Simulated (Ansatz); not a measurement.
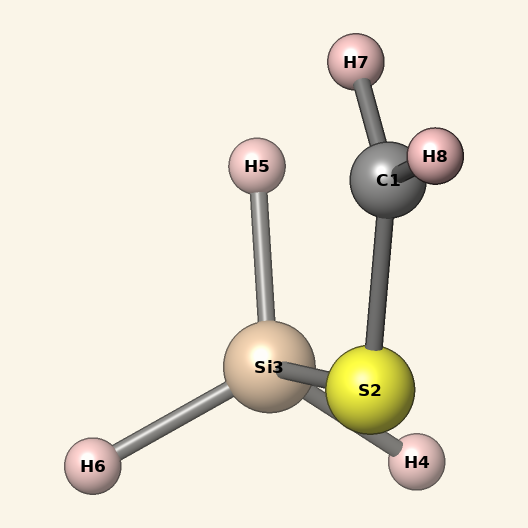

Si3 lies behind S2. The molecule seen a little off the S2–Si3 bond, S2 in front. Depth is shown by fading: the farther an atom, the more it takes the colour of the background. Charge +1, singlet. Computed geometry: PBE0-D4/def2-TZVP optimisation. No frequency run is at hand to confirm it as a minimum.

What is the torsion angle C1–S2–Si3–H4? The sign is positive where the front bond must turn clockwise to cover the back bond.

121°, anticlinal.
